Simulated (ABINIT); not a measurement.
**BN (Qingsongite): G0W0 in ABINIT against the screening cutoff in the self-energy**

Wanted: the cheapest screening cutoff in the self-energy that holds the gap of BN (Qingsongite).

Calculated with ABINIT 10.8.3; PBE and many-body steps on it, plane waves.

## (1) Set-up

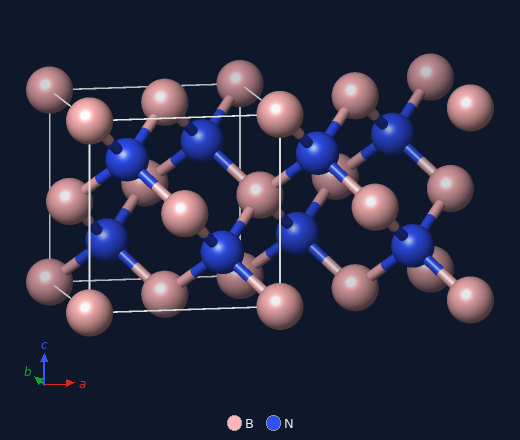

The cell as given, slightly off an axis (boron pink, nitrogen blue). 2×1×1 cells are drawn. This picture shows the conventional cell, with its axes. Bonds to atoms that aren't drawn are left out. Some periodic images of atoms are drawn too.

The cell and positions come from the Crystallography Open Database and are kept as given unless a step says otherwise.

## (2) Screening, 8×8×8 mesh, 218 bands, screening to 435.4 eV

This step: ABINIT 10.8.3; RPA screening on PBE, plane waves, norm-conserving pseudopotentials.

The RPA dielectric matrix is built and inverted for each q.

Input file run.abi:

```
acell 3*1.0 Angstrom
rprim 
  -0.000000000000 1.807500000000 1.807500000000
  1.807500000000 0.000000000000 1.807500000000
  1.807500000000 1.807500000000 -0.000000000000
ntypat 2
znucl 5 7
natom 2
typat 1 2
xred 
  0.000000000000 0.000000000000 0.000000000000
  0.250000000000 0.250000000000 0.250000000000
pp_dirpath "pseudos"
pseudos "B.upf, N.upf"
ecut 36
ngkpt 8 8 8
nshiftk 1
shiftk 0 0 0
kptopt 1
chksymbreak 0
istwfk *1
occopt 1
irdwfk 1
optdriver 3
nband 218
ecuteps 16
inclvkb 2
awtr 1
symchi 1
indata_prefix "in"
outdata_prefix "out"
tmpdata_prefix "tmp"
```

Started as:

```
$ OMP_NUM_THREADS=1 mpirun -n 8 abinit run.abi > log
```

Output:

```text
.Version 10.8.3 of ABINIT. v10.8.2 released Aug 2026.

 Symmetries : space group F-4 3 m (#216); Bravais cF (face-center cubic)
[... echo of the input left out ...]
== DATASET  1 ==================================================================
-   mpi_nproc: 8, omp_nthreads: 1 (-1 if OMP is not activated)

--- !DatasetInfo
iteration_state: {dtset: 1, }
dimensions: {natom: 2, nkpt: 29, mband: 218, nsppol: 1, nspinor: 1, nspden: 1, mpw: 869, }
cutoff_energies: {ecut:  36.0, pawecutdg:  -1.0, }
electrons: {nelect:   8.00000000E+00, charge:   0.00000000E+00, occopt:   1.00000000E+00, tsmear:   1.00000000E-02, }

 SCREENING: Calculation of the susceptibility and dielectric matrices

 Based on a program developped by R.W. Godby, V. Olevano, G. Onida, and L. Reining.
 Incorporated in ABINIT by V. Olevano, G.-M. Rignanese, and M. Torrent.
.Using double precision arithmetic ; gwpc =  8

[... cell and pseudopotentials left out ...]
--------------------------------------------------------------------------------

 ==== K-mesh for the wavefunctions ====
 Number of points in the irreducible wedge :    29
[... list of points left out ...]
 Together with 24 symmetry operations and time-reversal symmetry
 yields   512 points in the full Brillouin Zone.

 ==== Q-mesh for the screening function ====
 Number of points in the irreducible wedge :    29
[... list of points left out ...]
 Together with 24 symmetry operations and time-reversal symmetry
 yields   512 points in the full Brillouin Zone.

 setmesh: FFT mesh size selected  =    24x   24x   24
          total number of points  =        13824

 vcoul_init : cutoff-mode = AUXILIARY_FUNCTION
 q-points for optical limit:   1
     1)      0.000010    0.000020    0.000030

- screening: taking advantage of time-reversal symmetry
- Maximum band index for partially occupied states nbvw = 4
- Remaining bands to be divided among processors   nbcw = 214
- Number of bands treated by each node ~26

 Number of electrons calculated from density =    8.0000; Expected =    8.0000
 average of density, n =  0.100376
 r_s =    1.3348
 omega_plasma =   30.5612 [eV]

 calculating chi0 at frequencies [eV] :
  1    0.000000E+00    0.000000E+00
  2    0.000000E+00    3.056116E+01

--------------------------------------------------------------------------------
  q-point number  1        q = ( 0.000000, 0.000000, 0.000000) [r.l.u.]
--------------------------------------------------------------------------------
[... chi0 elements left out ...]
 For q-point:  0.000010 0.000020 0.000030
  dielectric constant =   4.3078
  dielectric constant without local fields =   4.6612

  Average fulfillment of the sum rule on Im[epsilon] for q-point    1 :     99.08  [%]
[... wings left out ...]
  q-point number  2        q = ( 0.125000, 0.000000, 0.000000) [r.l.u.]
--------------------------------------------------------------------------------
[... chi0 elements left out ...]
  Average fulfillment of the sum rule on Im[epsilon] for q-point    2 :    101.13  [%]

 [... 27 further q-points ...]
```

Elapsed: 4.5 min, on 8 MPI ranks of AMD EPYC 7R43, shared host; peak memory 3.1 GiB.

Numbers from this step:

* ε∞ with local fields, on this mesh, along the program's q direction: 4.308
* the same without local fields: 4.661
* plasma frequency: 30.56 eV
* plane waves in the screening matrix: 259

Local fields lower ε∞ by 8 %.

## (3) 1.6 Ha

This step: G0W0 on PBE, plane waves, norm-conserving pseudopotentials.

Edit run.abi of step 2 so:

```diff
@@ -23,8 +23,17 @@
 irdwfk 1
-optdriver 3
+optdriver 4
 nband 218
-ecuteps 16
-inclvkb 2
-awtr 1
-symchi 1
+gwcalctyp 0
+ecutsigx 36
+symsigma 1
+nkptgw 2
+kptgw 
+  0.0000000000 0.0000000000 0.0000000000
+  0.5000000000 0.5000000000 0.0000000000
+bdgw 
+  2 7
+  3 6
+ecuteps 1.6
+irdscr 1
+ppmodel 1
 indata_prefix "in"
```

Output:

```text
.Version 10.8.3 of ABINIT. v10.8.2 released Aug 2026.

 Symmetries : space group F-4 3 m (#216); Bravais cF (face-center cubic)
[... echo of the input left out ...]
== DATASET  1 ==================================================================
-   mpi_nproc: 8, omp_nthreads: 1 (-1 if OMP is not activated)

--- !DatasetInfo
iteration_state: {dtset: 1, }
dimensions: {natom: 2, nkpt: 29, mband: 218, nsppol: 1, nspinor: 1, nspden: 1, mpw: 869, }
cutoff_energies: {ecut:  36.0, pawecutdg:  -1.0, }
electrons: {nelect:   8.00000000E+00, charge:   0.00000000E+00, occopt:   1.00000000E+00, tsmear:   1.00000000E-02, }

 SIGMA: Calculation of the GW corrections

 Based on a program developped by R.W. Godby, V. Olevano, G. Onida, and L. Reining.
 Incorporated in ABINIT by V. Olevano, G.-M. Rignanese, and M. Torrent.
.Using double precision arithmetic ; gwpc =  8

[... cell and pseudopotentials left out ...]
--------------------------------------------------------------------------------

 ==== K-mesh for the wavefunctions ====
 Number of points in the irreducible wedge :    29
[... list of points left out ...]
 Together with 24 symmetry operations and time-reversal symmetry
 yields   512 points in the full Brillouin Zone.

 ==== Q-mesh for screening function ====
 Number of points in the irreducible wedge :    29
[... list of points left out ...]
 Together with 24 symmetry operations and time-reversal symmetry
 yields   512 points in the full Brillouin Zone.

 vcoul_init : cutoff-mode = AUXILIARY_FUNCTION
 q-points for optical limit:   1
     1)      0.000010    0.000020    0.000030
 setmesh: FFT mesh size selected  =    25x   25x   25
          total number of points  =        15625

 Number of electrons calculated from density =    8.0000; Expected =    8.0000
 average of density, n =  0.100376
 r_s =    1.3348
 omega_plasma =   30.5612 [eV]

 === KS Band Gaps ===
  >>>> For spin  1
   Minimum direct gap =   8.8782 [eV], located at k-point      :   0.0000  0.0000  0.0000
   Fundamental gap    =   4.5349 [eV], Top of valence bands at :   0.0000  0.0000  0.0000
                                       Bottom of conduction at :   0.5000  0.5000  0.0000
 SIGMA fundamental parameters:
 PLASMON POLE MODEL  1
 number of plane-waves for SigmaX                  869
 number of plane-waves for SigmaC and W              9
 number of plane-waves for wavefunctions           869
 number of bands                                   218
 number of independent spin polarizations            1
 number of spinorial components                      1
 number of k-points in IBZ                          29
 number of q-points in IBZ                          29
 number of symmetry operations                      24
 number of k-points in BZ                          512
 number of q-points in BZ                          512
 number of frequencies for dSigma/dE                 9
 frequency step for dSigma/dE [eV]                0.25
 number of omega for Sigma on real axis              0
 max omega for Sigma on real axis  [eV]           0.00
 zcut for avoiding poles [eV]                     0.10

 EPSILON^-1 parameters (SCR file):
 dimension of the eps^-1 matrix on file            259
 dimension of the eps^-1 matrix used                 9
 number of plane-waves for wavefunctions           869
 number of bands                                   218
 number of q-points in IBZ                          29
 number of frequencies                               2
 number of real frequencies                          1
 number of imag frequencies                          1

 matrix elements of self-energy operator (all in [eV])

 Perturbative Calculation

--- !SelfEnergy_ee
iteration_state: {dtset: 1, }
kpoint     : [   0.000,    0.000,    0.000, ]
spin       : 1
KS_gap     :    8.878
QP_gap     :   11.157
Delta_QP_KS:    2.279
data: !SigmaeeData |
     Band     E0 <VxcDFT>   SigX SigC(E0)      Z dSigC/dE  Sig(E)    E-E0       E
        2   8.220 -18.520 -22.080   3.076   0.859  -0.165 -18.935  -0.415   7.805
        3   8.220 -18.520 -22.080   3.076   0.859  -0.165 -18.935  -0.415   7.805
        4   8.220 -18.520 -22.080   3.076   0.859  -0.165 -18.935  -0.415   7.805
        5  17.099 -13.778  -7.152  -4.461   0.861  -0.162 -11.915   1.863  18.962
        6  17.099 -13.778  -7.152  -4.461   0.861  -0.162 -11.915   1.863  18.962
        7  17.099 -13.778  -7.152  -4.461   0.861  -0.162 -11.915   1.863  18.962

--- !SelfEnergy_ee
iteration_state: {dtset: 1, }
kpoint     : [   0.500,    0.500,    0.000, ]
spin       : 1
KS_gap     :    9.442
QP_gap     :   11.392
Delta_QP_KS:    1.950
data: !SigmaeeData |
     Band     E0 <VxcDFT>   SigX SigC(E0)      Z dSigC/dE  Sig(E)    E-E0       E
        3   3.313 -16.496 -21.657   3.988   0.841  -0.189 -17.483  -0.986   2.327
        4   3.313 -16.496 -21.657   3.988   0.841  -0.189 -17.483  -0.986   2.327
        5  12.755 -12.570  -7.394  -4.065   0.868  -0.152 -11.606   0.964  13.719
        6  17.562 -12.696  -6.779  -4.532   0.865  -0.156 -11.498   1.198  18.760

== END DATASET(S) ==============================================================
================================================================================

 -outvars: echo values of variables after computation  --------
           etotal      0.0000000000E+00
            nband         218
             nkpt          29
          spgroup         216
 [... the other variables as echoed above ...]

 Calculation completed.
```

Run time: 3.8 s. Hardware: 8 MPI ranks; peak memory 0.88 GiB; 28 s of CPU time.

Numbers from this step:

- G0W0 gap on the points computed: 5.914 eV
- starting gap on the mesh: 4.535 eV
- k of the valence top: 0, 0, 0
- k of the conduction bottom: 0.5, 0.5, 0
- Z at the valence top: 0.859
- Z at the conduction bottom: 0.868
- least direct G0W0 gap on the computed points: 11.16 eV

## (4) 3.2 Ha

Edit run.abi of step 3 so:

```diff
@@ -35,3 +35,3 @@
   3 6
-ecuteps 1.6
+ecuteps 3.2
 irdscr 1
```

Output:

```text
.Version 10.8.3 of ABINIT. v10.8.2 released Aug 2026.

 Symmetries : space group F-4 3 m (#216); Bravais cF (face-center cubic)
[... echo of the input left out ...]
== DATASET  1 ==================================================================
-   mpi_nproc: 8, omp_nthreads: 1 (-1 if OMP is not activated)

--- !DatasetInfo
iteration_state: {dtset: 1, }
dimensions: {natom: 2, nkpt: 29, mband: 218, nsppol: 1, nspinor: 1, nspden: 1, mpw: 869, }
cutoff_energies: {ecut:  36.0, pawecutdg:  -1.0, }
electrons: {nelect:   8.00000000E+00, charge:   0.00000000E+00, occopt:   1.00000000E+00, tsmear:   1.00000000E-02, }

 SIGMA: Calculation of the GW corrections

 Based on a program developped by R.W. Godby, V. Olevano, G. Onida, and L. Reining.
 Incorporated in ABINIT by V. Olevano, G.-M. Rignanese, and M. Torrent.
.Using double precision arithmetic ; gwpc =  8

[... cell and pseudopotentials left out ...]
--------------------------------------------------------------------------------

 ==== K-mesh for the wavefunctions ====
 Number of points in the irreducible wedge :    29
[... list of points left out ...]
 Together with 24 symmetry operations and time-reversal symmetry
 yields   512 points in the full Brillouin Zone.

 ==== Q-mesh for screening function ====
 Number of points in the irreducible wedge :    29
[... list of points left out ...]
 Together with 24 symmetry operations and time-reversal symmetry
 yields   512 points in the full Brillouin Zone.

 vcoul_init : cutoff-mode = AUXILIARY_FUNCTION
 q-points for optical limit:   1
     1)      0.000010    0.000020    0.000030
 setmesh: FFT mesh size selected  =    25x   25x   25
          total number of points  =        15625

 Number of electrons calculated from density =    8.0000; Expected =    8.0000
[...]
number of omega for Sigma on real axis              0
 max omega for Sigma on real axis  [eV]           0.00
 zcut for avoiding poles [eV]                     0.10

 EPSILON^-1 parameters (SCR file):
 dimension of the eps^-1 matrix on file            259
 dimension of the eps^-1 matrix used                15
 number of plane-waves for wavefunctions           869
 number of bands                                   218
 number of q-points in IBZ                          29
 number of frequencies                               2
 number of real frequencies                          1
 number of imag frequencies                          1

 matrix elements of self-energy operator (all in [eV])

 Perturbative Calculation

--- !SelfEnergy_ee
iteration_state: {dtset: 1, }
kpoint     : [   0.000,    0.000,    0.000, ]
spin       : 1
KS_gap     :    8.878
QP_gap     :   10.817
Delta_QP_KS:    1.938
data: !SigmaeeData |
     Band     E0 <VxcDFT>   SigX SigC(E0)      Z dSigC/dE  Sig(E)    E-E0       E
        2   8.220 -18.520 -22.080   3.016   0.842  -0.187 -18.978  -0.459   7.762
        3   8.220 -18.520 -22.080   3.016   0.842  -0.187 -18.978  -0.459   7.762
        4   8.220 -18.520 -22.080   3.016   0.842  -0.187 -18.978  -0.459   7.762
[...]
--- !SelfEnergy_ee
iteration_state: {dtset: 1, }
kpoint     : [   0.500,    0.500,    0.000, ]
spin       : 1
KS_gap     :    9.442
QP_gap     :   11.227
Delta_QP_KS:    1.785
data: !SigmaeeData |
     Band     E0 <VxcDFT>   SigX SigC(E0)      Z dSigC/dE  Sig(E)    E-E0       E
[...]
5  12.755 -12.570  -7.394  -4.324   0.860  -0.162 -11.837   0.733  13.488
        6  17.562 -12.696  -6.779  -4.798   0.857  -0.167 -11.738   0.958  18.520

== END DATASET(S) ==============================================================
================================================================================

 -outvars: echo values of variables after computation  --------
           etotal      0.0000000000E+00
            nband         218
             nkpt          29
          spgroup         216
 [... the other variables as echoed above ...]

 Calculation completed.
```

The job ended after 4 s (8 MPI ranks; peak memory 0.93 GiB; 29 s of CPU time).

This step gave:

* G0W0 gap on the points computed: 5.726 eV
* starting gap on the mesh: 4.535 eV
* k of the valence top: 0, 0, 0
* k of the conduction bottom: 0.5, 0.5, 0
* Z at the valence top: 0.842
* Z at the conduction bottom: 0.86
* least direct G0W0 gap on the computed points: 10.82 eV

## (5) 5.6 Ha

The self-energy is evaluated for the states that the input lists, and the levels follow from it, in one-shot runs by the linearised quasiparticle equation.

Edit run.abi of step 4 so:

```diff
@@ -35,3 +35,3 @@
   3 6
-ecuteps 3.2
+ecuteps 5.6
 irdscr 1
```

Output:

```text
.Version 10.8.3 of ABINIT. v10.8.2 released Aug 2026.

 Symmetries : space group F-4 3 m (#216); Bravais cF (face-center cubic)
[... echo of the input left out ...]
== DATASET  1 ==================================================================
-   mpi_nproc: 8, omp_nthreads: 1 (-1 if OMP is not activated)

--- !DatasetInfo
iteration_state: {dtset: 1, }
dimensions: {natom: 2, nkpt: 29, mband: 218, nsppol: 1, nspinor: 1, nspden: 1, mpw: 869, }
cutoff_energies: {ecut:  36.0, pawecutdg:  -1.0, }
[...]
Band     E0 <VxcDFT>   SigX SigC(E0)      Z dSigC/dE  Sig(E)    E-E0       E
[...]
5  12.755 -12.570  -7.394  -4.510   0.855  -0.170 -12.001   0.569  13.324
        6  17.562 -12.696  -6.779  -5.113   0.851  -0.175 -12.012   0.684  18.246

== END DATASET(S) ==============================================================
================================================================================

 -outvars: echo values of variables after computation  --------
           etotal      0.0000000000E+00
            nband         218
             nkpt          29
          spgroup         216
 [... the other variables as echoed above ...]

 Calculation completed.
```

It took 7 s on 8 MPI ranks; peak memory 1.3 GiB.

Numbers from this step:

* G0W0 gap on the points computed: 5.995 eV
* starting gap on the mesh: 4.535 eV
* k of the valence top: 0, 0, 0
* k of the conduction bottom: 0.5, 0.5, 0
* least direct G0W0 gap on the computed points: 10.90 eV

The gap on the mesh goes from 4.53 eV to 6.00 eV, a correction of +1.46 eV.

(Continued in part 2 of 2.)

[Paths, hosts, dates, memory and timing lines, banners, echoed tables and standing remarks are left out of the program output.]

[Logs are printed without paths, hosts, clocks, repeated set-up lines and the standing remarks that a program may print on its own settings, such as how far it seeks lower states.]

[Runs of the session that timed out or met a known fault of the program may be left out.]

[Hosts, paths, dates, database ids (printed as entryN), source tags and the programs' standing remarks are cut or masked in the printed files.]

[G0W0 gaps are taken among the corrected bands and points alone; a level outside them can change the order at an edge.]

[Where Ansatz stands beside ABINIT at settings called matched, ABINIT's density can come from a denser mesh and the files from another edition; pairs whose starting gaps differed by over 0.03 eV were left out, so agreement reads better than it is.]
